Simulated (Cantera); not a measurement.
Feed: 1 mol Ta(OEt)5, 0.18 mol O2, at 1.00 bar.

Equilibrium computed with Cantera from the NASA thermochemical tables; the gas is ideal and each condensed phase is pure. Candidate condensed phases: C, C6H6, C7H8, C8H18, H2O, Ta, TaC, Ta2O5; 113 gas species. The feed counts by its element totals alone. TaC: taken at fixed stoichiometry. Condensed phases not in the tables: Ta2C. Rates play no part.

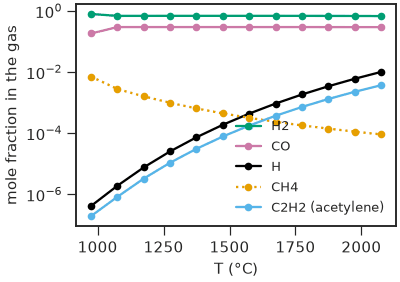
Figure: Equilibrium gas composition (values under 1e-9 drawn at 1e-9)

### Question
Read off the mole fractions at 1075 °C.

### Answer
H2 about 0.70, CO about 0.30, CH4 about 0.0028, H about 1.9e-6, C2H2 (acetylene) about 8.4e-7.
